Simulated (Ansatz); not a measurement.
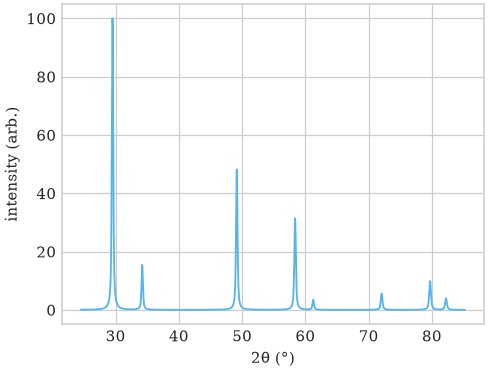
Figure: Simulated powder pattern, Cu Kα, λ = 1.54184 Å

The pattern belongs to a structure relaxed with PBE in the plane-wave PAW code Ansatz.

Question: Pick the material that matches.
A. CdO, rock salt
B. CaO, zinc blende
C. MgTiNO, P4/nmm (Ti on 2c, N on 2c, Mg on 2c, O on 2c)
D. Ca, fcc (Cu type)

Answer: B, CaO, zinc blende

Space group F-43m (zinc blende). The start of the workflow was typed in or built on a structure type; neither database checked (COD, Materials Project) lists it. It is not the phase usual at ambient conditions (space group No. 225). The PBE relaxation kept the symmetry of its start; whether a distortion lowers the energy is not shown.

Potentials: the earlier of the program's two PAW sets.
